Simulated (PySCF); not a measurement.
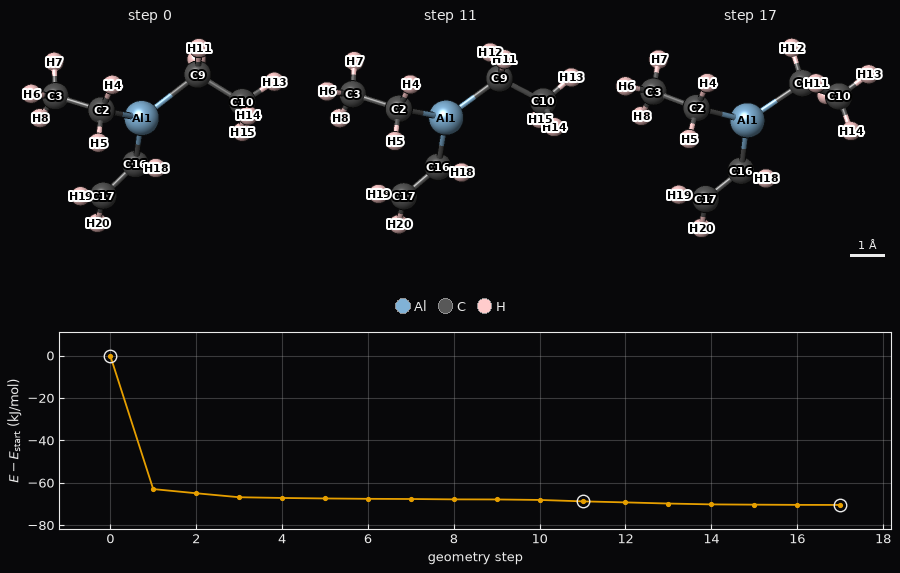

Frames of a relaxation of C6H13Al, marked on the history of the run. A ball-and-stick model, seen from a free direction.

The start comes from GFN2-xTB. Its atoms were then displaced at random by about 0.03 Å.

The calculation used PBE0-D3(BJ)/def2-SVP geometry optimisation, gas phase in PySCF 2.14.0, density-fitted response routines. 

> Describe the path.

After 17 geometry steps the energy has fallen by 70.4 kJ/mol. The largest move after the best rigid fit is that of H15, 1.50 Å. Largest moves by element: H 1.50 Å, C 0.62 Å, Al 0.31 Å. Among the contacts that change: Al1–C9 2.125 → 1.969 Å, C3–H8 1.027 → 1.103 Å, C2–H4 1.175 → 1.105 Å, C10–H13 1.161 → 1.103 Å. Bond angles that change, for instance: Al1–C2–H4 117.5° → 109.1°, C2–Al1–C16 124.5° → 117.5°, Al1–C9–C10 109.6° → 116.5°. Groups turn about Al1–C9 by about 65°. From step 0 to 11: H15 moves most (0.67 Å), energy −68.7 kJ/mol. From step 11 to 17: H atoms move most (0.86 Å), energy −1.69 kJ/mol.

| step | E − E(0), kJ/mol |
| --- | --- |
| 0 | 0.00 |
| 1 | -62.94 |
| 2 | -64.90 |
| 3 | -66.78 |
| 4 | -67.12 |
| 5 | -67.36 |
| 6 | -67.54 |
| 7 | -67.62 |
| 8 | -67.79 |
| 9 | -67.83 |
| 10 | -68.06 |
| 11 | -68.73 |
| 12 | -69.21 |
| 13 | -69.76 |
| 14 | -70.16 |
| 15 | -70.29 |
| 16 | -70.39 |
| 17 | -70.42 |
